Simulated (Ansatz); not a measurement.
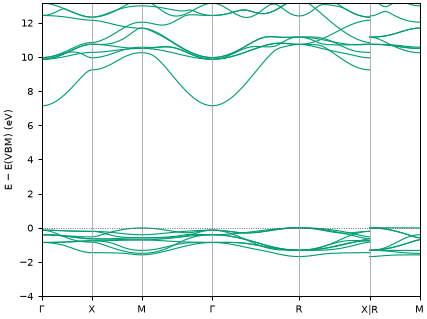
*Band structure from plane-wave PAW r²SCAN (Ansatz code)*

The gap is 7.14 eV; an edge lies off the plotted path or next to a special point (maximum on the R–X line, 1 % of the way from R, minimum at Γ).

The material is KCaF3 (cubic perovskite, Pm-3m).

The workflow started from a Materials Project entry (that database holds measured and hypothetical structures alike); the Crystallography Open Database copy checked does not list it. Its standing as an ambient phase is unchecked. The r²SCAN relaxation kept the symmetry of its start; of distortions, only those at the zone centre were tested, and some modes there are weakly imaginary.

Potentials: the later of the program's two PAW sets.
